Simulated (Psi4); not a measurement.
**B2PLYP/aug-cc-pVTZ (density fitting for correlation) run of H3O+ (oxonium)**

Aim: the vertical singlet–triplet gap of H3O+ (oxonium) at B2PLYP/aug-cc-pVTZ (density fitting for correlation), from 2 runs. 

The results are computed with Psi4 1.11.

## Step 1: The system as given

H3O+: 4 atoms, total charge +1, spin state singlet. SMILES: `[OH3+]`. The coordinates come from a PBE0-D4/def2-TZVP relaxation.

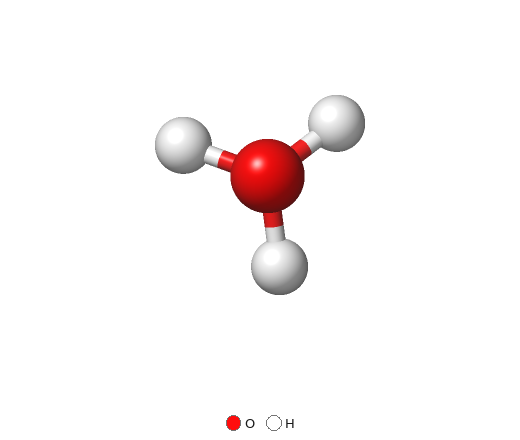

The structure, seen from a chosen angle (oxygen red, hydrogen white).

## Step 2: A single-point energy at B2PLYP/aug-cc-pVTZ (density fitting for correlation)

h3o.in

```
memory 2200 mb

molecule {
  1 1
  O
  H 1 0.978205
  H 1 0.978205 2 113.02582
  H 1 0.978188 2 113.01489 3 -129.94022
  units angstrom
  symmetry c1
}

set {
  puream true
  e_convergence 1e-09
  d_convergence 1e-08
  scf_type pk
  dft_radial_points 99
  dft_spherical_points 590
  num_frozen_docc 1
}

result, w = energy("b2plyp/aug-cc-pVTZ", return_wfn=True)
```

Command:

```console
$ psi4 h3o.in h3o.out -n 1
```

h3o.out:

```text
[...]
  Running in c1 symmetry.
[...]
  Nuclear repulsion =   13.956305618847713
[...]
  Multiplicity = 1
[...]
  Nalpha       = 5
  Nbeta        = 5
[...]
    Number of basis functions: 115
[...]
   @RKS iter   1:   -76.54855524975474    8.24233e-02   3.54935e-03 ADIIS/DIIS
[...]
   @RKS iter   8:   -76.60367364998145   -1.21929e-11   4.53595e-09 DIIS
[...]
    Orbital Energies [Eh]
    ---------------------
    Doubly Occupied:
       1A    -20.166940     2A     -1.598147     3A     -1.023323
       4A     -1.023292     5A     -0.832828
[...]
  @RKS Final Energy:   -76.60367364998145
   => Energetics <=
    Nuclear Repulsion Energy =             13.9563056188477130
    One-Electron Energy =                -128.5924953168879483
    Two-Electron Energy =                  42.5397621857594785
    DFT Exchange-Correlation Energy =      -4.5072461377006778
    Empirical Dispersion Energy =           0.0000000000000000
    VV10 Nonlocal Energy =                  0.0000000000000000
    Total Energy =                        -76.6036736499814452
[...]
 Multipole Moments:
 ------------------------------------------------------------------------------------
     Multipole            Electronic (a.u.)      Nuclear  (a.u.)        Total (a.u.)
 ------------------------------------------------------------------------------------
 L = 1.  Multiply by 2.5417464519 to convert [e a0] to [Debye]
 Dipole X            :          0.0143432           -0.5440757           -0.5297325
 Dipole Y            :         -0.0066696            0.2540071            0.2473375
 Dipole Z            :         -0.0043994            0.1679938            0.1635945
 Magnitude           :                                                    0.6070878
[...]
```

Wall time 13 s (1 thread of AMD EPYC 7R43 (Zen 3), shared host); peak memory 0.76 GiB.

## Step 3: The triplet

job.in

```
memory 2.2 GB

molecule {
  1 3
  O      0.181970    -0.056700    -0.052760
  H      0.219060     0.918440     0.015140
  H     -0.408890    -0.368290    -0.767380
  H      0.007860    -0.493450     0.805020
  symmetry c1
  no_reorient
  no_com
}

set {
  basis aug-cc-pVTZ
  reference uks
  puream true
  e_convergence 1e-09
  d_convergence 1e-08
  scf_type pk
  dft_radial_points 99
  dft_spherical_points 590
  num_frozen_docc 1
  maxiter 100
}

energy('b2plyp')
print_variables()
```

Command:

```console
$ psi4 job.in job.out -n 1
```

job.out:

```text
[...]
  Running in c1 symmetry.
[...]
  Nuclear repulsion =   13.956307360664804
[...]
  Multiplicity = 3
[...]
  Nalpha       = 6
  Nbeta        = 4
[...]
    Number of basis functions: 115
[...]
   @UKS iter   1:   -76.17488974174661    4.56089e-01   1.82967e-03 DIIS/ADIIS
[...]
   @UKS iter  10:   -76.21163843878054   -1.32019e-11   4.47080e-09 DIIS
[...]
   @S^2 Observed:                2.002254813E+00
[...]
    Orbital Energies [Eh]
    ---------------------
    Alpha Occupied:
       1A    -20.407573     2A     -1.823700     3A     -1.196302
       4A     -1.196277     5A     -1.125261     6A     -0.438065
    Alpha Virtual:
       7A     -0.219938     8A     -0.219935     9A     -0.141700
      10A     -0.110548    11A     -0.110537    12A     -0.099474
      13A     -0.050474    14A     -0.050468    15A     -0.036756
      16A     -0.036750    17A     -0.034793    18A      0.065865
      19A      0.109121    20A      0.114238    21A      0.114239
      22A      0.117555    23A      0.127375    24A      0.127379
      25A      0.215482    26A      0.215482    27A      0.284557
[...]
  @UKS Final Energy:   -76.21163843878054
   => Energetics <=
    Nuclear Repulsion Energy =             13.9563073606648036
    One-Electron Energy =                -126.5876735126841481
    Two-Electron Energy =                  40.8622547035422556
    DFT Exchange-Correlation Energy =      -4.4425269903034490
    Empirical Dispersion Energy =           0.0000000000000000
    VV10 Nonlocal Energy =                  0.0000000000000000
    Total Energy =                        -76.2116384387805255
[...]
 Multipole Moments:
 ------------------------------------------------------------------------------------
     Multipole            Electronic (a.u.)      Nuclear  (a.u.)        Total (a.u.)
 ------------------------------------------------------------------------------------
 L = 1.  Multiply by 2.5417464519 to convert [e a0] to [Debye]
 Dipole X            :         -2.1863580            2.4071142            0.2207562
 Dipole Y            :          0.6812015           -0.7500323           -0.0688308
 Dipole Z            :          0.6339485           -0.6978759           -0.0639274
 Magnitude           :                                                    0.2399119
[...]
```

Run time: 23 s. Hardware: 1 thread of AMD EPYC 7R43 (Zen 3), shared host; peak memory 0.76 GiB.

## Step 4: Outcome

Level: B2PLYP/aug-cc-pVTZ (density fitting for correlation), 1 core orbital frozen.

| quantity | value |
| --- | --- |
| singlet: total energy | -76.68617 Eh |
| singlet: HOMO energy (SCF part's orbitals) | -22.66 eV |
| singlet: LUMO energy (SCF part's orbitals) | -6.35 eV |
| singlet: HOMO–LUMO gap (SCF part's orbitals) | 16.32 eV |
| triplet: total energy | -76.28111 Eh |
| triplet: HOMO energy (SCF part's orbitals) (highest over α and β) | -11.92 eV |
| triplet: ⟨S²⟩ | 2.002 |
| vertical energy of the triplet above the singlet | 11.022 eV |

At this shape the triplet lies 11.02 eV (254 kcal/mol) above the singlet.
